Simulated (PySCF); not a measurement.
SMILES C#C[CH2][GeH3] (C3H6Ge), singlet at its PBE0/def2-SVP optimised geometry (Å):

```
10

C      1.9022    -1.0820     0.0000
C      0.6898    -1.0820     0.0000
C     -0.7574    -1.0391     0.0150
Ge    -1.4352     0.7160     0.6251
H      2.9761    -1.0923    -0.0036
H     -1.1659    -1.2318    -0.9905
H     -1.1657    -1.8138     0.6846
H     -0.9311     1.8138    -0.3256
H     -2.9761     0.6857     0.6139
H     -0.9321     0.9868     2.0522
```

Method: PBE0/def2-TZVP (PySCF 2.14.0). Cells within 0.4 Å of a nucleus heavier than hydrogen are left out (blank, or x).

Map of the HOMO−1 amplitude (bohr^(-3/2)) on the plane z = 0.0 Å; orbital energy -7.76 eV, overall sign arbitrary:

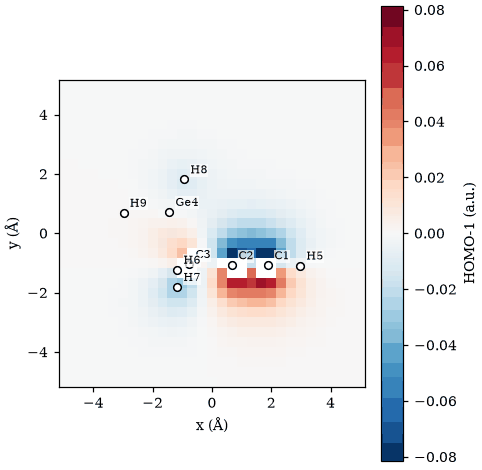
Fig. 1. HOMO−1 amplitude (bohr^(-3/2)) on the plane z = 0.0 Å.
